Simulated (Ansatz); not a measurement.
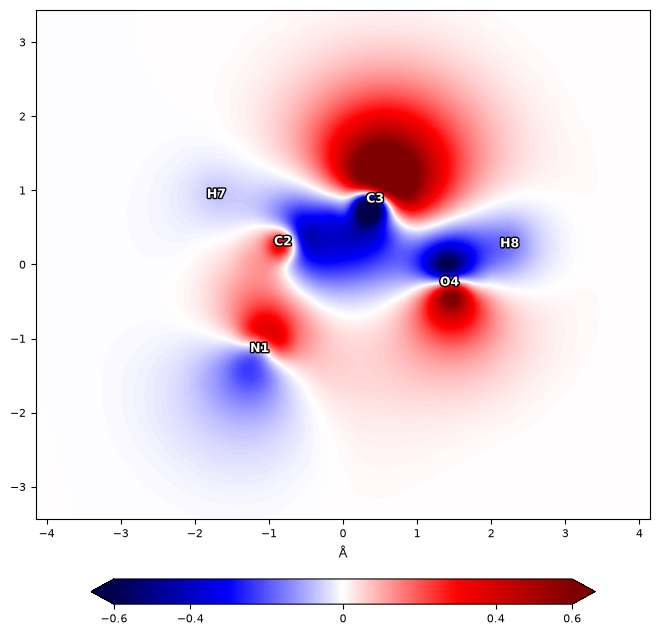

Figure. C$_{2}$H$_{4}$NO (SMILES NC=[C-]O) (charge −1). The HOMO on the plane of atoms C2, C3 and O4 (values in Å⁻³ᐟ²; the overall sign is arbitrary).

The highest occupied orbital lies above zero, a sign that basis and functional describe the outermost electron poorly.

These are results of Ansatz, RKS PBE-D4/6-31G*, not measurements.

```tsv
atom	x (Å)	y (Å)	z (Å)
N	-0.3295	1.2148	-0.4570
C	0.4995	0.4885	0.5326
C	0.6993	-0.8661	0.6089
O	-0.2140	-1.4982	-0.4066
H	-0.5967	0.4571	-1.1084
H	-1.2368	1.4574	-0.0133
H	1.0875	1.1643	1.1777
H	0.0907	-2.4178	-0.3340
```

### Describe this orbital and give its energy.

Its weight (Hirshfeld) is mainly on C3 (about 70 %), O4 (about 10 %) and C2 (about 10 %). Its energy is 2.87 eV.
